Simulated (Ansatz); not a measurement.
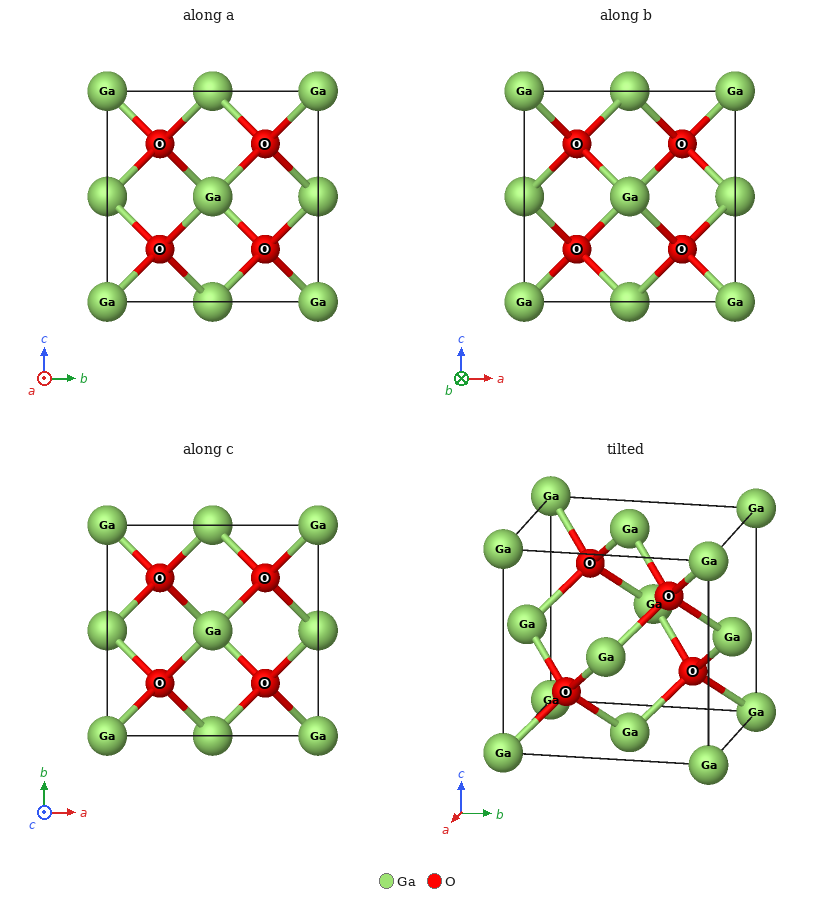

The structure above is drawn in ball-and-stick style and viewed along the a axis, along the b axis, along the c axis and slightly off an axis. Thin lines show the conventional unit cell, with boundary atoms drawn in all their periodic places.

Lattice parameters: a = 4.850 Å, b = 4.850 Å, c = 4.850 Å, α = 90.00°, β = 90.00°, γ = 90.00°.

Turn the picture into a table of Wyckoff sites.

Space group F-43m (No. 216).
| atom | site | x | y | z |
| --- | --- | --- | --- | --- |
| Ga | 4a | 0.0000 | 0.0000 | 0.0000 |
| O | 4d | 0.2500 | 0.2500 | 0.7500 |

Its origin is a structure type filled with these elements by a generator (whether the compound takes this form wasn't checked). The geometry was optimised with DFT PBE, scalar-relativistic, plane waves, PAW in Ansatz 0.2.0.
